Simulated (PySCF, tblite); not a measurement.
# C₅H₁₅AlO: geometry, infrared bands, NMR shifts and electronic excitations

Aim: predict the infrared bands, NMR shifts and electronic excitations of C₅H₁₅AlO (`CCCC[O+](C)[AlH3-]`).

The runs use tblite 0.8.0 and PySCF 2.14.0, with density-fitted response routines of our own; the level of theory stands in each step. All values are computed, except where a source is named. Atoms are numbered from 0 throughout.

### 1 The starting structure

22 atoms, charge 0, multiplicity 1; geometry from: force field or distance geometry start.

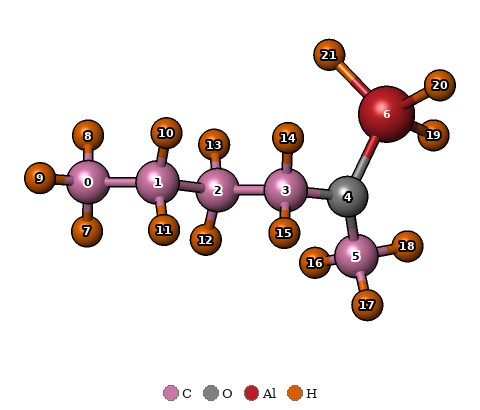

The starting geometry (carbon pink, oxygen grey, aluminium red, hydrogen orange), atoms numbered.

### 2 Optimising the geometry with GFN2-xTB

The job: settings as JSON, then the geometry in Å.

```
{"job": {"kind": "relax", "xc": "GFN2-xTB", "basis": "xTB"}, "charge": 0, "multiplicity": 1}
C     -3.127400     0.466600    -0.320600
C     -1.995900     0.282800     0.625900
C     -0.737200     0.002200    -0.189900
C      0.371300    -0.172000     0.773700
O      1.603600    -0.440200     0.280500
C      1.763500    -1.556800    -0.492600
Al     2.626300     0.993900    -0.163900
H     -3.160900    -0.439800    -0.946700
H     -2.896300     1.334200    -0.975600
H     -4.115300     0.652300     0.183100
H     -1.824300     1.167900     1.282100
H     -2.113100    -0.618200     1.291200
H     -0.974400    -0.884700    -0.796200
H     -0.563900     0.857100    -0.879500
H      0.435100     0.782800     1.376100
H      0.098800    -0.968900     1.526800
H      1.132900    -1.571700    -1.394200
H      1.739900    -2.496000     0.090300
H      2.819900    -1.497000    -0.891600
H      3.661000     0.498000    -1.294100
H      3.459100     1.388900     1.171700
H      1.786800     2.238000    -0.658000
```

Command:

```console
> OMP_NUM_THREADS=1 python probes_run.py task.json out
```

The driver reads the jobs from task.json and runs them one after another.

**Question.** This job is followed by: GFN2-xTB harmonic vibrations, gas phase; PBE0-D3(BJ)/def2-SVP geometry optimisation, gas phase; GIAO PBE0/pcSseg-1 NMR shielding, non-relativistic, gas phase; TDDFT CAM-B3LYP/def2-SVPD, vertical, gas phase, core orbitals frozen in the response; GIAO CAM-B3LYP/pcSseg-1 NMR shielding, non-relativistic, gas phase. What will the session give for the following? strongest single infrared mode (GFN2-xTB); zero-point energy (GFN2-xTB); point group; rotational constants (main isotopes); 13C shifts against TMS (PBE0/pcSseg-1); 1H shifts against TMS (PBE0/pcSseg-1, means over atoms taken as alike); 17O shifts against H2O (PBE0/pcSseg-1); 27Al shifts against AlH4- (PBE0/pcSseg-1); lowest singlet (CAM-B3LYP/def2-SVPD); brightest single state of those computed; lowest triplet; vertical ionisation energy (ΔSCF); range of the shift of O4.

**Answer**, as computed:

```
                                                              quantity                                   value
                             strongest single infrared mode (GFN2-xTB)                    790 cm⁻¹, 707 km/mol
                                          zero-point energy (GFN2-xTB)                          114.7 kcal/mol
                                                           point group                                      C1
                                  rotational constants (main isotopes)                    3.68, 0.86, 0.77 GHz
                                13C shifts against TMS (PBE0/pcSseg-1)        76.2, 60.6, 28.9, 20.5, 16.0 ppm
1H shifts against TMS (PBE0/pcSseg-1, means over atoms taken as alike)  4.24, 3.68, 3.59, 1.65, 1.11, 0.99 ppm
                                17O shifts against H2O (PBE0/pcSseg-1)                                15.0 ppm
                             27Al shifts against AlH4- (PBE0/pcSseg-1)                                87.8 ppm
                                  lowest singlet (CAM-B3LYP/def2-SVPD)             6.56 eV (189 nm), f = 0.004
                              brightest single state of those computed             state 8, 8.17 eV, f = 0.162
                                                        lowest triplet                                 6.11 eV
                                     vertical ionisation energy (ΔSCF)                                 9.58 eV
                                              range of the shift of O4                        15.0 to 16.0 ppm
```

**Reading.** The optimisation took 102 steps and gained 0.903 eV; among the close pairs (by a distance rule), C3–O4 changed most, from 1.354 to 1.417 Å (GFN2-xTB). No mode is imaginary among the 60: a minimum at this level. The strongest single mode, at 790 cm⁻¹, has its largest shares on H20, H21 and H19 (the list is cut at 3 atoms). Unscaled tight-binding wavenumbers are off by several per cent, some by more. Its intensities can rank the bands wrongly. Over 9 steps the energy fell by 0.311 eV; of the close pairs, O4–Al6 changed most, 1.888 to 1.991 Å (PBE0/def2-SVP). The most deshielded carbon is C3 (sp3 CH2 bonded to O), at 76.2 ppm: deshielded by the electronegative neighbour. At PBE0/pcSseg-1: Shielding is most anisotropic at C5 (span 98 ppm, paramagnetic term -122 ppm). The lowest singlet, at 6.56 eV, is HOMO→LUMO+1 0.69, HOMO→LUMO 0.12 and is weak; of the 10 states computed, the strongest absorption comes from states 8 to 9 together at 8.17 eV. The lowest triplet lies 0.45 eV below the lowest singlet (triplets in Tamm-Dancoff, singlets in full TDDFT). The orbital energy would give 8.61 eV for ionisation, ΔSCF gives 9.58 eV. In ppm, O4 moves most: its shift spreads over 0.9 ppm, from 15.0 (PBE0/pcSseg-1) to 16.0 (CAM-B3LYP/pcSseg-1).
